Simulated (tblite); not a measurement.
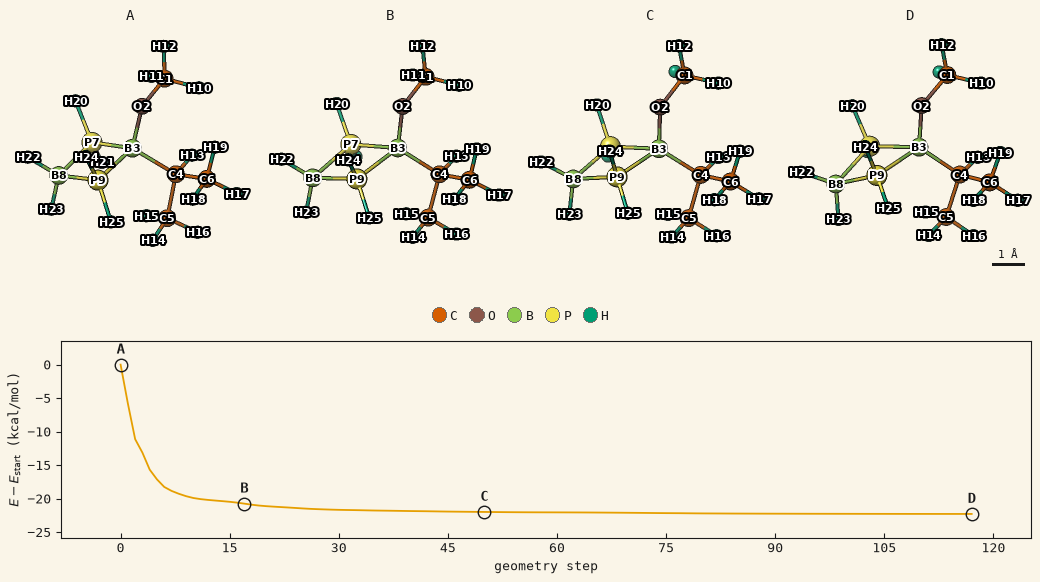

Frames of a relaxation of C4H16B2OP2, marked on the history of the run. The picture is a ball-and-stick view, seen face on.

Level of theory: GFN2-xTB geometry optimisation, gas phase (tblite 0.8.0). 

### What happens along the run?

The largest move after the best rigid fit is that of H25, 0.69 Å. By element the largest moves are H 0.69 Å, B 0.30 Å, C 0.17 Å, P 0.17 Å, O 0.15 Å. Near-neighbour distances that change, for instance: B3–P7 1.902 → 2.113 Å, O2–B3 1.506 → 1.411 Å, B8–P9 1.893 → 1.958 Å, B3–P9 1.905 → 1.965 Å. Among the angles between lasting bonds that change: H20–P7–H21 114.8° → 95.9°, B3–P7–H21 116.7° → 135.2°, H24–P9–H25 115.2° → 96.8°. After 117 geometry steps the energy has fallen by 22.3 kcal/mol. From step 0 to 17: H21 moves most (0.28 Å), energy −20.7 kcal/mol. From step 17 to 50: H24 moves most (0.32 Å), energy −1.24 kcal/mol. From step 50 to 117: H atoms move most (0.34 Å), energy −0.30 kcal/mol.

| step | E − E(0), kcal/mol |
| --- | --- |
| 0 | 0.00 |
| 1 | -5.80 |
| 2 | -11.12 |
| 3 | -13.13 |
| 4 | -15.66 |
| 5 | -17.12 |
| 6 | -18.25 |
| 7 | -18.83 |
| 8 | -19.26 |
| 9 | -19.62 |
| 10 | -19.89 |
| 16 | -20.58 |
| 21 | -21.18 |
| 27 | -21.56 |
| 33 | -21.72 |
| 38 | -21.81 |
| 44 | -21.90 |
| 49 | -21.97 |
| 55 | -22.02 |
| 61 | -22.04 |
| 66 | -22.07 |
| 72 | -22.12 |
| 78 | -22.18 |
| 83 | -22.21 |
| 89 | -22.23 |
| 94 | -22.24 |
| 100 | -22.25 |
| 106 | -22.26 |
| 111 | -22.27 |
| 117 | -22.27 |
